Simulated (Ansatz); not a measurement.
# InH2(OH) (InH3O): geometry, orbitals and charge

What does InH2(OH) (InH3O) look like as a singlet, and where do its frontier electrons sit?

The runs use Ansatz 0.2.0, Gaussian basis; RKS PBE0-D4/def2-TZVP.

Plan: relaxation at PBE-D4/def2-TZVP; a single point at PBE0-D4/def2-TZVP.

## (1) The system as given

5 atoms, charge 0, spin multiplicity 1.

Atoms are counted from 1 here; the program's logs count them from 0.

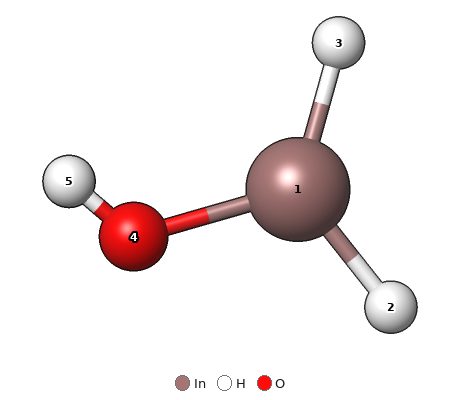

As it starts; indium brown, hydrogen white, oxygen red; atoms are numbered from 1 in the order of the file.

In takes a core potential in the def2 sets. No spin-orbit coupling is included.

The start is a GFN2-xTB geometry.

## (2) Optimising with PBE-D4/def2-TZVP

The input, in.yaml:

```yaml
crystal:
  periodic: [false, false, false]
  atoms:
    - {symbol: In, position_ang: [0.340170, 0.465720, -0.104120]}
    - {symbol: H, position_ang: [2.012910, 0.451630, -0.310070]}
    - {symbol: H, position_ang: [-0.660060, 1.845200, -0.135400]}
    - {symbol: O, position_ang: [-0.382610, -1.293370, 0.200710]}
    - {symbol: H, position_ang: [-1.310410, -1.469180, 0.348880]}
basis:
  gaussian: {orbitals: def2-TZVP}
hamiltonian: {xc: pbe, dispersion: d4}
scf: {omitted_lower_state_checks: [starts]}
output: {orbitals: {seedname: orbitals}}
relax: {f_tol: 0.02, max_steps: 100}
```

Run with:

```sh
$ ansatz run in.yaml --threads 4 --pin off --events-out ev --progress --plain --max-ram 3916MiB
```

The runs that follow: Single point, PBE0-D4/def2-TZVP.

Q: Predict the results of all the runs planned. Wanted: point group; commonest bond, hydrogen aside; HOMO, LUMO at PBE0-D4/def2-TZVP; dipole at PBE-D4/def2-TZVP.

As calculated:

| quantity | value |
| --- | --- |
| point group | Cs |
| commonest bond, hydrogen aside | In–O, 1 of mean length 2.019 Å |
| HOMO, LUMO at PBE0-D4/def2-TZVP | -8.18, -1.52 eV |
| dipole at PBE-D4/def2-TZVP | 1.81 D |

**Reading.** The molecule keeps its bonding pattern by the stored test; the atoms moved 0.11 Å (rms), and the angle In1–O4–H5 went from 124° to 111°. No usable vibrations, so a minimum isn't proven. The HOMO lies nearest to O4 86 %; H5 9 % and the LUMO to In1 52 %; H2, H3 about 18 % each.
